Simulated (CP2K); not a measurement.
# NOF (nitrosyl fluoride): B3LYP/6-31G(d) (spherical functions)

What is the energy change on altering one bond length of NOF (nitrosyl fluoride) at B3LYP/6-31G* (spherical functions)? 

The results are computed with CP2K 2026.2.

4 further runs of the same task are left out: 4 that didn't finish.

## 1. The molecule

NOF has 3 atoms, charge 0, and is taken as a singlet. As SMILES, `O=NF`. Geometry: relaxed at PBE0-D4/def2-TZVP.

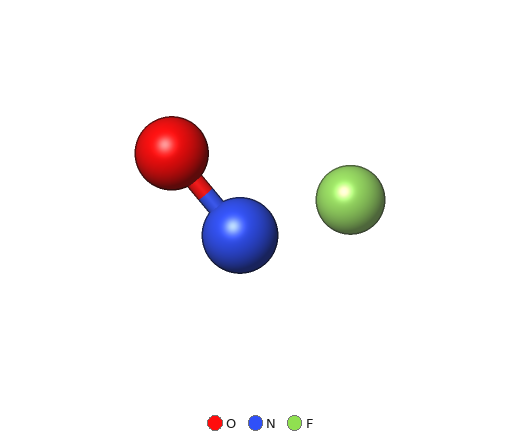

The structure, seen from a chosen angle (oxygen red, nitrogen blue, fluorine green).

## 2. The energy at B3LYP/6-31G(d) (spherical functions)

Contents of molecule.xyz:

```xyz
3

O      0.868350     0.242970     0.504740
N      0.148930    -0.482540     0.029910
F     -1.017290     0.239580    -0.534650
```

Contents of mol.inp:

```
&GLOBAL
  PROJECT_NAME mol
  RUN_TYPE ENERGY
  PRINT_LEVEL MEDIUM
&END GLOBAL

&FORCE_EVAL
  METHOD QS
  &DFT
    BASIS_SET_FILE_NAME ./6_31gs.basis
    POTENTIAL_FILE_NAME POTENTIAL
    CHARGE 0
    MULTIPLICITY 1
    &QS
      METHOD GAPW
      EPS_DEFAULT 1.0E-10
    &END QS
    &MGRID
      CUTOFF 280
      REL_CUTOFF 50
      NGRIDS 4
    &END MGRID
    &POISSON
      PERIODIC NONE
      POISSON_SOLVER MULTIPOLE
    &END POISSON
    # self-consistent field
    &SCF
      SCF_GUESS ATOMIC
      EPS_SCF 1.0E-06
      MAX_SCF 40
      &OT ON
        MINIMIZER DIIS
        PRECONDITIONER FULL_ALL
      &END OT
      &OUTER_SCF
        EPS_SCF 1.0E-06
        MAX_SCF 5
      &END OUTER_SCF
    &END SCF
    # functional
    &XC
      &XC_FUNCTIONAL
        &HYB_GGA_XC_B3LYP
        &END HYB_GGA_XC_B3LYP
      &END XC_FUNCTIONAL
      # exact exchange
      &HF
        FRACTION 0.2
        &SCREENING
          EPS_SCHWARZ 1.0E-10
          SCREEN_ON_INITIAL_P F
        &END SCREENING
        &INTERACTION_POTENTIAL
          POTENTIAL_TYPE COULOMB
        &END INTERACTION_POTENTIAL
        &MEMORY
          MAX_MEMORY 1050
        &END MEMORY
      &END HF
    &END XC
    # extra output
    &PRINT
      &MOMENTS
        PERIODIC F
        REFERENCE COM
        MAX_MOMENT 1
      &END MOMENTS
      &MO_CUBES
        NLUMO 5
        NHOMO -1
        WRITE_CUBE F
      &END MO_CUBES
      &LOWDIN ON
      &END LOWDIN
      &HIRSHFELD OFF
      &END HIRSHFELD
    &END PRINT
  &END DFT
  &SUBSYS
    # vacuum box
    &CELL
      ABC [angstrom] 8.9 7.7 8
      PERIODIC NONE
    &END CELL
    &TOPOLOGY
      COORD_FILE_NAME molecule.xyz
      COORD_FILE_FORMAT XYZ
      &CENTER_COORDINATES
      &END CENTER_COORDINATES
    &END TOPOLOGY
    &KIND O
      BASIS_SET 6-31Gs
      POTENTIAL ALL
      LEBEDEV_GRID 194
      RADIAL_GRID 100
    &END KIND
    &KIND N
      BASIS_SET 6-31Gs
      POTENTIAL ALL
      LEBEDEV_GRID 194
      RADIAL_GRID 100
    &END KIND
    &KIND F
      BASIS_SET 6-31Gs
      POTENTIAL ALL
      LEBEDEV_GRID 194
      RADIAL_GRID 100
    &END KIND
  &END SUBSYS
&END FORCE_EVAL
```

Command:

```console
$ OMP_NUM_THREADS=1 cp2k.psmp -i mol.inp -o mol.out
```

What it wrote, shortened:

```text
CP2K| version string:                                       CP2K version 2026.2
[...]
 GLOBAL| Method name                                                        CP2K
[...]
 GLOBAL| Run type                                                         ENERGY
[...]
 DFT| Spin restricted Kohn-Sham (RKS) calculation                            RKS
 DFT| Multiplicity                                                             1
[...]
 DFT| Charge                                                                   0
[...]
 FUNCTIONAL| HYB_GGA_XC_B3LYP:
[...]
 QS| Method:                                                                GAPW
[...]
 QS| Density cutoff [a.u.]:                                                140.0
[...]
 QS| Relative density cutoff [a.u.]:                                        25.0
[...]
                             - Atoms:                                          3
[...]
                             - Spherical basis functions:                     42
[...]
 Number of electrons:                                                         24
[...]
     1 OT DIIS     0.15E+00    1.4     0.78986854      -211.4834431440 -2.11E+02
[...]
     8 OT DIIS     0.15E+00    0.5     0.00000059      -229.6972565723 -1.24E-09
  *** SCF run converged in     8 steps ***
[...]
  Overlap energy of the core charge distribution:               0.00000058888664
  Self energy of the core charge distribution:               -225.27308665585130
  Core Hamiltonian energy:                                    -18.76588677799809
  Hartree energy:                                              36.29570392892302
  Exchange-correlation energy:                                 -7.78950875837620
  Hartree-Fock Exchange energy:                                -4.94349969679438
[...]
                     Mulliken Population Analysis
 #  Atom  Element  Kind  Atomic population                           Net charge
       1     O        1          8.094097                             -0.094097
       2     N        2          6.605500                              0.394500
       3     F        3          9.300404                             -0.300404
 # Total charge                             24.000000                  0.000000
[...]
  Dipole moment [Debye]
    X=  0.9459785E+00 Y= -0.3115319E+00 Z=  0.4890815E+00  Total=      1.1095621
[...]
 HOMO - LUMO gap [eV] :    5.877099
 ENERGY| Total FORCE_EVAL ( QS ) energy [hartree]           -229.697256572264905
[...]
```

It took 25 s on 1 thread of Arm Neoverse V2, shared host; peak memory 0.37 GiB.

## 3. The distorted shape, same level

Contents of molecule.inp:

```
&GLOBAL
  PROJECT molecule
  RUN_TYPE ENERGY
  PRINT_LEVEL MEDIUM
&END

&FORCE_EVAL
  METHOD QUICKSTEP
  &DFT
    BASIS_SET_FILE_NAME ./6_31gs.basis
    POTENTIAL_FILE_NAME POTENTIAL
    &QS
      METHOD GAPW
      EPS_DEFAULT 1.0E-10
    &END
    &MGRID
      CUTOFF 280
      REL_CUTOFF 50
      NGRIDS 4
    &END
    &POISSON
      PERIODIC NONE
      POISSON_SOLVER MULTIPOLE
    &END
    &SCF
      SCF_GUESS ATOMIC
      EPS_SCF 1.0E-07
      MAX_SCF 40
      &OT
        MINIMIZER CG
        PRECONDITIONER FULL_SINGLE_INVERSE
      &END
      &OUTER_SCF
        EPS_SCF 1.0E-07
        MAX_SCF 10
      &END
    &END
    &XC
      &XC_FUNCTIONAL
        &HYB_GGA_XC_B3LYP
        &END
      &END
      &HF
        FRACTION 0.2
        &SCREENING
          EPS_SCHWARZ 1.0E-10
        &END
        &MEMORY
          MAX_MEMORY 1050
        &END
      &END
    &END
    &PRINT
      &MOMENTS
        PERIODIC F
        REFERENCE COM
        MAX_MOMENT 1
      &END
      &MO_CUBES
        NLUMO 3
        NHOMO -1
        WRITE_CUBE F
      &END
      &LOWDIN ON
      &END
      &HIRSHFELD OFF
      &END
    &END
  &END
  &SUBSYS
    &CELL
      ABC 9.8 8.3 8.5
      PERIODIC NONE
    &END
    &COORD
      O      6.309314     4.225598     4.995522
      N      5.589894     3.500089     4.520692
      F      3.490687     4.799912     3.504479
    &END
    &KIND O
      BASIS_SET 6-31Gs
      POTENTIAL ALL
      LEBEDEV_GRID 194
      RADIAL_GRID 100
    &END
    &KIND N
      BASIS_SET 6-31Gs
      POTENTIAL ALL
      LEBEDEV_GRID 194
      RADIAL_GRID 100
    &END
    &KIND F
      BASIS_SET 6-31Gs
      POTENTIAL ALL
      LEBEDEV_GRID 194
      RADIAL_GRID 100
    &END
  &END
&END
```

Command:

```console
$ OMP_NUM_THREADS=1 cp2k.psmp molecule.inp > molecule.out
```

What it wrote, shortened:

```text
CP2K| version string:                                       CP2K version 2026.2
[...]
 GLOBAL| Method name                                                        CP2K
[...]
 GLOBAL| Run type                                                         ENERGY
[...]
 DFT| Spin restricted Kohn-Sham (RKS) calculation                            RKS
 DFT| Multiplicity                                                             1
[...]
 DFT| Charge                                                                   0
[...]
 FUNCTIONAL| HYB_GGA_XC_B3LYP:
[...]
 QS| Method:                                                                GAPW
[...]
 QS| Density cutoff [a.u.]:                                                140.0
[...]
 QS| Relative density cutoff [a.u.]:                                        25.0
[...]
                             - Atoms:                                          3
[...]
                             - Spherical basis functions:                     42
[...]
 Number of electrons:                                                         24
[...]
     1 OT CG       0.80E-01    1.5     1.00371005      -207.1513870098 -2.07E+02
[...]
    28 OT CG       0.14E-02    0.6     0.00000008      -229.5965289068 -2.84E-14
  *** SCF run converged in    28 steps ***
[...]
  Overlap energy of the core charge distribution:               0.00000058889758
  Self energy of the core charge distribution:               -225.27308665585130
  Core Hamiltonian energy:                                    -19.15216931970019
  Hartree energy:                                              36.63279079676091
  Exchange-correlation energy:                                 -7.69618229258640
  Hartree-Fock Exchange energy:                                -4.90250358577376
[...]
                     Mulliken Population Analysis
 #  Atom  Element  Kind  Atomic population                           Net charge
       1     O        1          7.948390                              0.051610
       2     N        2          6.658326                              0.341674
       3     F        3          9.393285                             -0.393285
 # Total charge                             24.000000                  0.000000
[...]
  Dipole moment [Debye]
    X=  0.4562307E+01 Y= -0.1804443E+01 Z=  0.2323644E+01  Total=      5.4286265
[...]
 HOMO - LUMO gap [eV] :    1.938044
 ENERGY| Total FORCE_EVAL ( QS ) energy [hartree]           -229.596528906790041
[...]
```

It took 4.3 min on 1 thread of Arm Neoverse V2, shared host; peak memory 0.45 GiB.

## 4. Outcome

Level: B3LYP/6-31G* (spherical functions).

```
                                                         quantity          value
                                        first shape: total energy  -229.69726 Eh
                                       first shape: dipole moment         1.11 D
                                         first shape: HOMO energy       -9.01 eV
                                         first shape: LUMO energy       -3.13 eV
                                       first shape: HOMO–LUMO gap        5.88 eV
                                    distorted shape: total energy  -229.59653 Eh
                                   distorted shape: dipole moment         5.43 D
                                     distorted shape: HOMO energy       -7.21 eV
                                     distorted shape: LUMO energy       -5.27 eV
                                   distorted shape: HOMO–LUMO gap        1.94 eV
energy change with the N2–F3 bond stretched from 1.483 to 2.670 Å       2.741 eV
```

In words: One bond (distorted shape) is far stretched, which a spin-restricted single reference describes badly; a broken-symmetry solution may lie lower. With the N2–F3 bond stretched from 1.483 to 2.670 Å the energy rises by 2.74 eV (264 kJ/mol). The first shape isn't relaxed at this level, so the change isn't measured from a minimum. A restricted reference can't describe the breaking bond well at this length.
